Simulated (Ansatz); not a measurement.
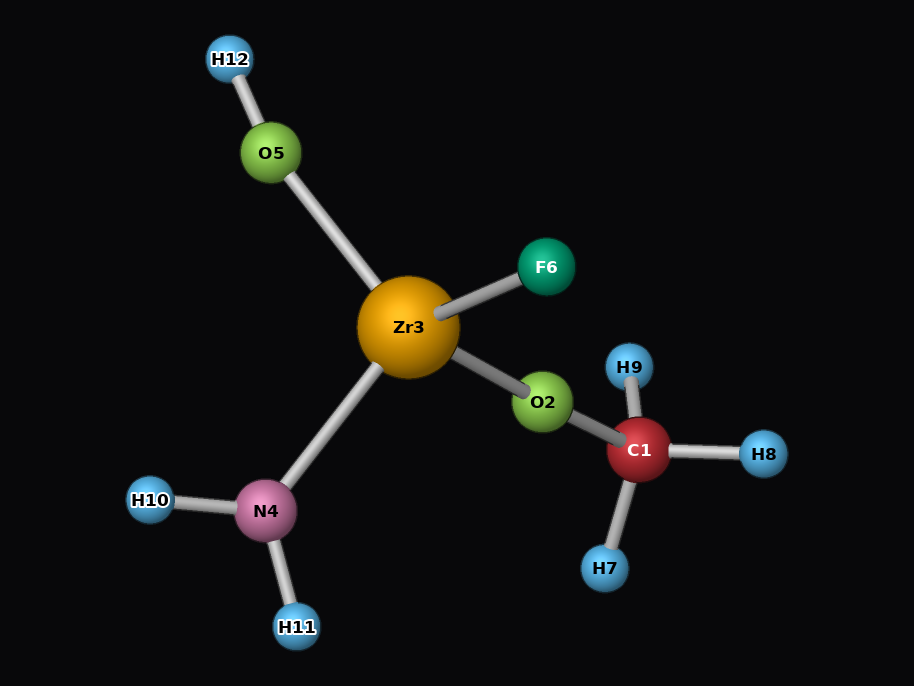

The questions are on Mulliken charges. Charge 0, singlet. Computed geometry: PBE0-D4/def2-TZVP optimisation. No frequency run is at hand to confirm it as a minimum. Level of theory: RKS r2SCAN-D4/def2-TZVPP, core potentials on Zr (Ansatz 0.2.0).

Question: Which atom carries the highest charge (most positive or least negative)?

Answer: Zr3 (1.43 e).

Question: And the lowest?

Answer: N4 (−0.63 e).

Give the Mulliken charges atom by atom.

```json
{"atom": "C1", "value (e)": "0.01"}
{"atom": "O2", "value (e)": "−0.50"}
{"atom": "Zr3", "value (e)": "1.43"}
{"atom": "N4", "value (e)": "−0.63"}
{"atom": "O5", "value (e)": "−0.55"}
{"atom": "F6", "value (e)": "−0.43"}
{"atom": "H7", "value (e)": "0.05"}
{"atom": "H8", "value (e)": "0.06"}
{"atom": "H9", "value (e)": "0.05"}
{"atom": "H10", "value (e)": "0.16"}
{"atom": "H11", "value (e)": "0.15"}
{"atom": "H12", "value (e)": "0.19"}
```

Mulliken values depend strongly on the basis set and can even reverse the polarity of a bond.
